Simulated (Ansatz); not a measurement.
**Si2O4, 6 atoms: one timed run**

Wanted: the time that a single point at HSE06 takes for Si2O4.

Program: Ansatz 0.2.0 (single point, HSE06, plane waves PAW). Host: Arm Neoverse N1, 56 cores, 56 hardware threads, 90 GiB; it was booked for these runs alone, one at a time. Each run is timed once from launch to exit, start-up included.

## 1. The system

The cell holds 6 atoms in 90 Å³, with the atoms displaced at random so that no symmetry is left.

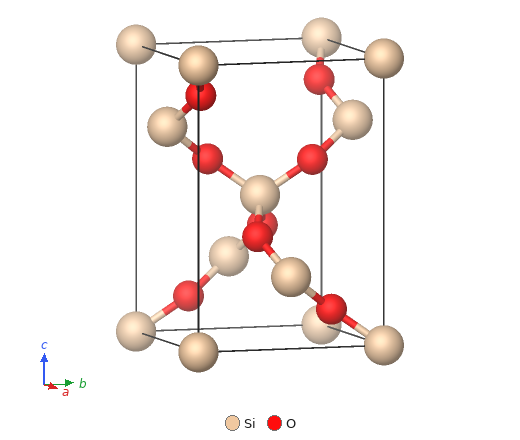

The parent crystal in its conventional cell, ideal positions, seen slightly off an axis (silicon light orange, oxygen red).

## 2. Baseline

The input, input.yaml:

```yaml
crystal:
  lattice:
    - [-2.477290, 2.477290, 3.655671]
    - [2.477290, -2.477290, 3.655671]
    - [2.477290, 2.477290, -3.655671]
  atoms:
    - { symbol: Si, position: [0.018471, -0.005236, 0.003119] }
    - { symbol: Si, position: [0.751157, 0.256598, 0.488924] }
    - { symbol: O, position: [0.371723, 0.215850, 0.338297] }
    - { symbol: O, position: [0.965120, 0.620952, 0.844520] }
    - { symbol: O, position: [0.771051, 0.128334, 0.148889] }
    - { symbol: O, position: [0.849738, 0.037620, 0.650118] }
kpoints:
  mp_grid: { grid: [1, 1, 1] }
hamiltonian:
  xc: hse06
  pseudopotentials: { azcp: { folder: soft_1 } }
scf:
  occupations: { method: fixed }
output: { forces: true }
```

Run with:

```bash
> taskset -c 8-63 ansatz run input.yaml --backend cpu --max-ram 64GiB --events-out ev --progress --plain --runs-dir out
```

Log:

```text
exact exchange: scf.exx.singularity resolves to wigner_seitz, which cuts the screened interaction at the faces of the exchange supercell's Wigner-Seitz cell, so that each pair interacts once, at the shortest of its separations (the periodic images that this le
Engine: ansatz 0.2.0, aarch64-unknown-linux-gnu
Pseudopotentials: kind: paw
Pseudopotential: Si, paw, valence charge 4, recommended cutoff 420 eV (normal), <dir>
Pseudopotential: O, paw, valence charge 6, recommended cutoff 420 eV (normal), <dir>
Functional definition: HSE06
  exchange = pbe_x - a*pbe_x_sr(omega) + a*exact_x_sr(omega)
  correlation = pbe_c
davidson cushion auto → on  (no smearing: the cushion is to keep the highest requested band from converging to the state above it; pin scf.eigensolver.cushion to override)
Crystal: 6 atoms, lattice volume = 89.739 Å³
Basis set: ecut = 420 eV, 1769 PW (Γ), exchange–correlation on 72×72×72 points (8 copies of the dense FFT grid, shifted against one another)
Bands: 22, of which v1, the nominal top of the filled ones, is band 16 counted from 1 (15 counted from 0)
Symmetry: 1 space group operations
Space group: P1 (ITA 1), of the structure as read, at distance tolerance 4.5e-5 Å
k-points: 1
Non-local potential: Si, projectors of the file, l = 0: 2, l = 1: 2, l = 2: 1
Non-local potential: O, projectors of the file, l = 0: 2, l = 1: 2, l = 2: 1
PAW form: soft (Blöchl's): semilocal exchange-correlation on the pseudo side does not see the compensation charge
PAW frozen core: Si, regenerated for the run's functional, and the local potential with it (the file was generated under x = pbe(κ = 0.804, μ = 0.2195149727645171), c = pbe(β = 0.06672455060314922))
PAW frozen core: O, regenerated for the run's functional, and the local potential with it (the file was generated under x = pbe(κ = 0.804, μ = 0.2195149727645171), c = pbe(β = 0.06672455060314922))
PAW one-centre angular grid: Si, 110 points (default); XC on 64 Gauss nodes
PAW one-centre angular grid: O, 110 points (default); XC on 96 Gauss nodes
Initial density: superposition of atomic densities (chi_scale 0.1, normalization cell, long waves kept (reshape's long-wave potential 0.01 eV rms))
Initial wavefunctions: pseudopotential atomic-orbital guess
Functional: x = pbe(κ = 0.804, μ = 0.2195149727645171), c = pbe(β = 0.06672455060314922), warm-up for x = pbe(κ = 0.804, μ = 0.2195149727645171) + 0.25 (exact − pbe) at short range (hse, ω = 0.20786987370883472 Å⁻¹), c = pbe(β = 0.06672455060314922); HSE06 as
SCF iter   1: F=—  HF=-3549.982338 eV  |F-HF|=—  |Δ(HF+E_count)|=         —  Δρ=1.37e-1  dr2=1.51e1  ethr=1.00e-1  ⟨swp⟩=6.0  Hψ=85  notcnv=0
preconditioner: auto → none  [insulator: Δε(μ)=7.350 eV  Ē_g=17.889 eV  n_scr=14 (ndim 8)  ℏωp=22.2 eV  f_vac=0.148]
SCF iter   2: F=—  HF=-3546.003265 eV  |F-HF|=—  |Δ(HF+E_count)|=    3.98e0  Δρ=6.74e-2  dr2=1.64e0  ethr=4.72e-2  ⟨swp⟩=4.0  Hψ=64  notcnv=0
SCF iter   3: F=—  HF=-3545.619962 eV  |F-HF|=—  |Δ(HF+E_count)|=   3.83e-1  Δρ=2.21e-2  dr2=1.78e-1  ethr=5.13e-3  ⟨swp⟩=3.0  Hψ=56  notcnv=0
SCF iter   4: F=—  HF=-3545.660197 eV  |F-HF|=—  |Δ(HF+E_count)|=   4.02e-2  Δρ=6.01e-3  dr2=2.73e-2  ethr=5.57e-4  ⟨swp⟩=4.0  Hψ=61  notcnv=0
SCF iter   5: F=—  HF=-3545.653142 eV  |F-HF|=—  |Δ(HF+E_count)|=   7.06e-3  Δρ=2.08e-3  dr2=3.39e-3  ethr=8.55e-5  ⟨swp⟩=3.0  Hψ=58  notcnv=0
SCF iter   6: F=-3545.651911 eV  HF=-3545.652084 eV  |F-HF|=1.73e-4  |Δ(HF+E_count)|=   1.06e-3  Δρ=6.56e-4  dr2=3.68e-4  ethr=1.06e-5  ⟨swp⟩=4.0  Hψ=59  notcnv=0
SCF 1 stopped early in 6 iterations: F = -3545.651911 eV  dr2 = 3.68e-4
Initial density: handed on by an earlier stage of this run
Initial wavefunctions: those handed on with the density
Functional: x = pbe(κ = 0.804, μ = 0.2195149727645171) + 0.25 (exact − pbe) at short range (hse, ω = 0.20786987370883472 Å⁻¹), c = pbe(β = 0.06672455060314922); HSE06 as pw.x's `hse` composes it (authors' and Libxc's form: `xc: wpbeh`)
Exchange kernel: α = 0.2500, screened, ω = 0.2079 Å⁻¹, Wigner–Seitz truncation, v(0) = 410.9819 eV·Å³, q-mesh 1×1×1, nearest image of the exchange supercell L = 4.95 Å, pair-density grid 20×20×20, without the augmentation charges, whose exchange is taken in it
Frozen-core exchange: fock
SCF iter   1: F=—  HF=-3546.516956 eV  |F-HF|=—  |Δ(HF+E_count)|=         —  Δρ=6.29e-3  dr2=2.57e-2  ethr=1.15e-5  ⟨swp⟩=8.0  Hψ=114  notcnv=0
preconditioner: auto → none  [insulator: Δε(μ)=7.422 eV  Ē_g=18.767 eV  n_scr=14 (ndim 8)  ℏωp=22.2 eV  f_vac=0.263]
SCF iter   2: F=—  HF=-3546.507729 eV  |F-HF|=—  |Δ(HF+E_count)|=   9.23e-3  Δρ=1.95e-3  dr2=3.52e-3  ethr=1.15e-5  ⟨swp⟩=4.0  Hψ=71  notcnv=0
SCF iter   3: F=—  HF=-3546.515658 eV  |F-HF|=—  |Δ(HF+E_count)|=   7.93e-3  Δρ=7.50e-4  dr2=5.03e-4  ethr=8.59e-6  ⟨swp⟩=4.0  Hψ=70  notcnv=0
iter 4 solved again at ethr=2.41e-8 eV; its pass at ethr=1.48e-6 eV (dr2=7.73e-6 eV) is discarded
SCF iter   4: F=—  HF=-3546.515513 eV  |F-HF|=—  |Δ(HF+E_count)|=   1.45e-4  Δρ=1.14e-4  dr2=1.60e-5  ethr=2.41e-8  ⟨swp⟩=4.0  Hψ=126  notcnv=0
SCF iter   5: F=—  HF=-3546.515609 eV  |F-HF|=—  |Δ(HF+E_count)|=   9.58e-5  Δρ=1.30e-4  dr2=1.00e-5  ethr=2.41e-8  ⟨swp⟩=5.0  Hψ=91  notcnv=0
SCF iter   6: F=-3546.515604 eV  HF=-3546.515605 eV  |F-HF|=4.59e-7  |Δ(HF+E_count)|=   3.96e-6  Δρ=2.95e-5  dr2=6.15e-7  ethr=2.41e-8  ⟨swp⟩=4.0  Hψ=69  notcnv=0
SCF 2 stopped early in 6 iterations: F = -3546.515604 eV  dr2 = 6.15e-7
  Residual-converged pass: ⟨swp⟩=4.0  Hψ=66  notcnv=0  max |occ|·‖R‖ = 4.6e-6 eV (tolerance 6.7e-6 eV)  dr2=6.21e-7  dr2_onsite=7.07e-8  max |Δocc| = 0.0e0
hybrid outer 1: dexx = +1.001e-2 eV, tail = 8.58e-6 eV
Exchange kernel: α = 0.2500, screened, ω = 0.2079 Å⁻¹, Wigner–Seitz truncation, v(0) = 410.9819 eV·Å³, q-mesh 1×1×1, nearest image of the exchange supercell L = 4.95 Å, pair-density grid 20×20×20, without the augmentation charges, whose exchange is taken in it
Frozen-core exchange: fock
SCF iter   1: F=—  HF=-3546.515579 eV  |F-HF|=—  |Δ(HF+E_count)|=         —  Δρ=2.45e-5  dr2=2.91e-7  ethr=1.34e-7  ⟨swp⟩=3.0  Hψ=56  notcnv=0
preconditioner: auto → none  [insulator: Δε(μ)=7.391 eV  Ē_g=18.732 eV  n_scr=14 (ndim 8)  ℏωp=22.2 eV  f_vac=0.269]
SCF iter   2: F=—  HF=-3546.515579 eV  |F-HF|=—  |Δ(HF+E_count)|=   4.37e-8  Δρ=1.01e-5  dr2=4.28e-8  ethr=7.82e-10  ⟨swp⟩=5.0  Hψ=79  notcnv=0
SCF iter   3: F=-3546.515579 eV  HF=-3546.515579 eV  |F-HF|=7.23e-9  |Δ(HF+E_count)|=   7.37e-8  Δρ=4.21e-6  dr2=8.71e-9  ethr=1.12e-10  ⟨swp⟩=5.0  Hψ=75  notcnv=0
SCF 3 converged in 3 iterations: F = -3546.515579 eV  dr2 = 8.71e-9
  Residual-converged pass: ⟨swp⟩=3.0  Hψ=58  notcnv=0  max |occ|·‖R‖ = 7.7e-7 eV (tolerance 1.4e-6 eV)  dr2=8.67e-9  dr2_onsite=7.10e-10  max |Δocc| = 0.0e0
hybrid outer 2: dexx = +1.049e-7 eV, tail = 1.97e-8 eV, Δε = 1.13e-3 eV (about 5.79e-5 eV left of the loop's levels), ΔF = 2.10e-3 eV/Å (tail 3.01e-4)
hybrid SCF converged: 2 outer / 9 inner (+6 warm-up), last move |dexx| = 1.05e-7 eV, tail = 1.97e-8 eV
Stability not checked: this state was not tested for a lower state beside it, because the functional holds exact exchange (a hybrid, or Hartree-Fock), whose exchange loop this test does not read (fock_operator; see scf.lower_state_search)
Free energy (F): -3546.515579 eV
Frozen-core exchange: fock
Harris-Foulkes:  -3546.515579 eV  (|F-HF|=7.23e-9)
Internal energy: -3546.515579 eV  (E = F + TS)
E sigma→0 (E₀):  -3546.515579 eV
Fermi energy:    -0.173243 eV
--- Per-component energies (eV) ---
  E_band       = -240.168926
  E_kinetic    = 788.580009
  E_local      = -2357.093942  (includes V_loc(G=0)·N_el)
  E_nonlocal   = 249.323823
  E_hartree    = 895.379280
  E_xc         = -323.570718
  E_vxc        = -371.073450  (∫ρ·V_xc dr)
  E_exx        = -92.846560  (= α·E_x^exact, valence–valence)
  E_paw        = -1667.783067  (= ΣΔE_a)
  E_vpaw       = -154.972413  (= ΣTr[D̂ρ^β])
  E_aug_tail   = 0.003340  (compensation charges beyond the density's cutoff)
  E_ewald      = -1038.282870
  E_core_change = -0.224872  (= ΣΔE_core)
  E_smearing   = -0.000000  (= −TS)
  E_closure    = -0.000001  (closes the sum)
  Σ components = -3546.515579   (vs F -3546.515579, Δ=0.00e0)
--- Forces (eV/Å), atoms counted from 1 ---
  atom   1  Si     1.33295847    -4.70452397    -1.27726431
  atom   2  Si     0.08916250     0.84709618    -2.62344043
  atom   3  O      2.05687954     1.34989286     1.45293202
  atom   4  O      0.72935651     1.71950499     1.05007762
  atom   5  O     -2.26836808    -0.88238507     1.80793581
  atom   6  O     -1.94007599     1.67051653    -0.41020191
  max |Σ_I F_I| component: 1.02e-4 eV/Å
--- Band table (eV) ---
  k-point 0: bands = ["-21.2938", "-19.4042", "-18.9161", "-18.3844", "-10.1127", "-6.3650", "-6.1248", "-5.7545", "-3.1571", "-2.7865", "-2.2427", "-2.0567", "-1.9286", "-1.0245", "-0.3596", "-0.1732", "7.2174"]
  guard bands above this table: 5 of the run's 22 bands. The solve was not asked for them (output.publish_guard_bands: true or output.eigenvalues: true publishes all)
```

Wall time 1.3 s, CPU time 8.9 s, peak memory 0.48 GiB, 15 SCF iterations in all (22 threads).

Size of the job: 1 k-point, 1769 plane waves, 22 bands, 32 valence electrons, 1 symmetry operation.

Where the time went (the program's own counters):

```
          phase  seconds  share of the wall time
           diag      0.2                    16 %
      potential    0.095                     8 %
published_bands    0.063                     5 %
      ace_build    0.058                     5 %
         xc_out     0.03                     2 %
```

## 3. Outcome

| quantity | value |
| --- | --- |
| reference | 1.3 s on 22 threads |

In words: CPU time over wall time is 7, for 22 threads. The figures hold for this build, input and host.
